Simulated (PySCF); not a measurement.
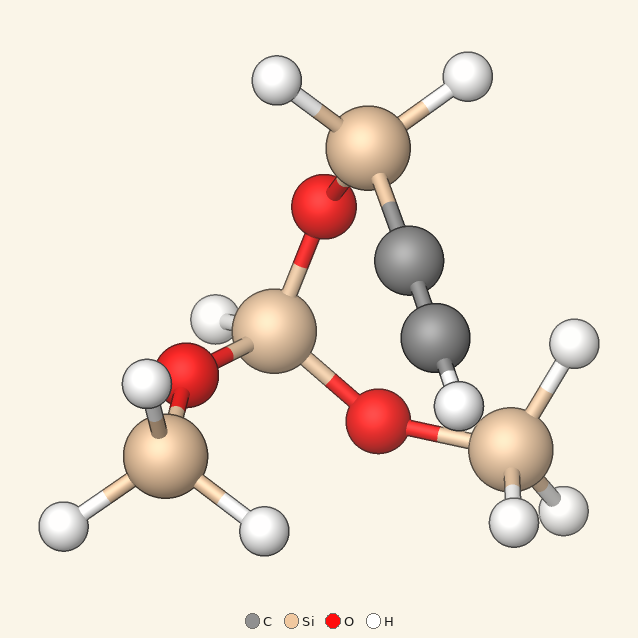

A ball-and-stick model of a molecule.

Identify the structure.

It has 19 atoms: 2 carbon, 10 hydrogen, 3 oxygen and 4 silicon (C₂H₁₀O₃Si₄). Its SMILES string is `C#C[SiH2]O[SiH](O[SiH3])O[SiH3]`. It has no ring. Among its groups: alkyne, Si–H bond, Si–O bond. Coordination: 2 C linear; 4 Si tetrahedral; 3 O bent.

More results for the same structure follow; atom numbers are the same in all pictures, views and colours differ. The geometry was computed by an optimisation with PBE0-D3(BJ)/def2-SVP. No frequency run is at hand to confirm it as a minimum.

NMR shielding

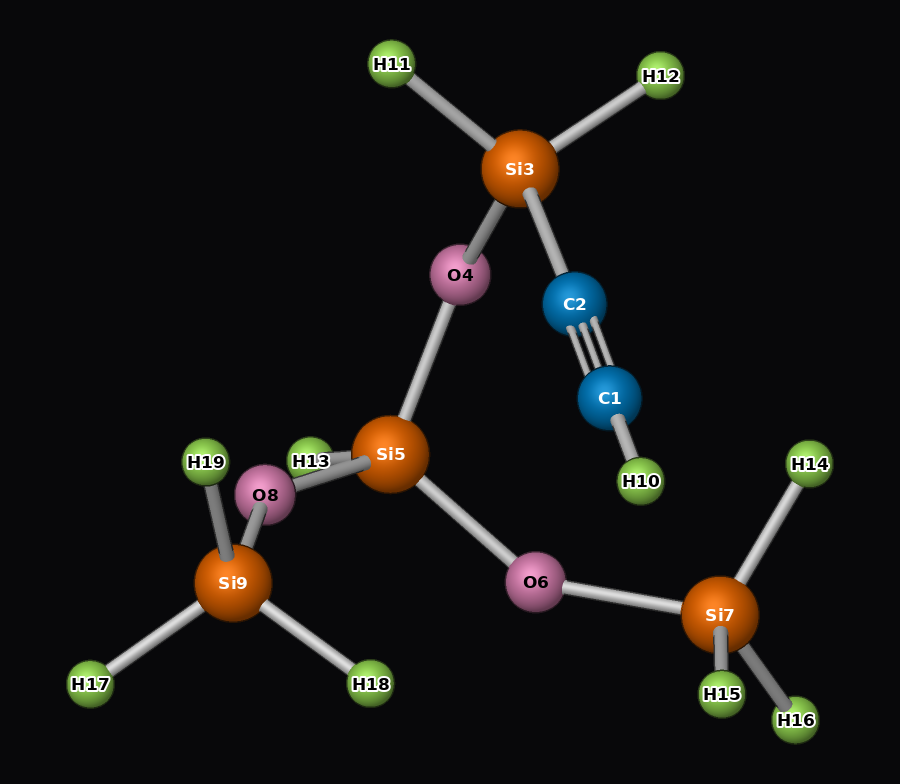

The questions are on isotropic NMR shieldings of the C atoms. No frequency run is at hand to confirm it as a minimum. Level of theory: GIAO PBE0/pcSseg-1 NMR shielding, non-relativistic, gas phase (PySCF 2.14.0).

Give the isotropic NMR shieldings of the C atoms atom by atom.

```
atom  σ (ppm)
  C1     76.9
  C2     94.2
```

Electronic properties

No frequency run is at hand to confirm it as a minimum. Method: CAM-B3LYP/def2-SVPD, gas phase (PySCF 2.14.0). Excitations: vertical, linear response.

> Estimate the HOMO energy (Kohn–Sham orbital).

−9.80 eV.

> Give the dipole moment at this level.

1.52 D.

> Estimate the mean static polarisability.

125.6 bohr³.

> Give the lowest vertical singlet excitation at this level.

5.83 eV.

Charges

The questions are on Hirshfeld charges. No frequency run is at hand to confirm it as a minimum. Properties computed with PBE0/pcSseg-1, gas phase (PySCF 2.14.0).

List the Hirshfeld charges.

| atom | value (e) |
| --- | --- |
| C1 | −0.06 |
| C2 | −0.15 |
| Si3 | 0.43 |
| O4 | −0.31 |
| Si5 | 0.52 |
| O6 | −0.31 |
| Si7 | 0.38 |
| O8 | −0.31 |
| Si9 | 0.38 |
| H10 | 0.11 |
| H11 | −0.07 |
| H12 | −0.07 |
| H13 | −0.07 |
| H14 | −0.08 |
| H15 | −0.08 |
| H16 | −0.08 |
| H17 | −0.08 |
| H18 | −0.08 |
| H19 | −0.08 |
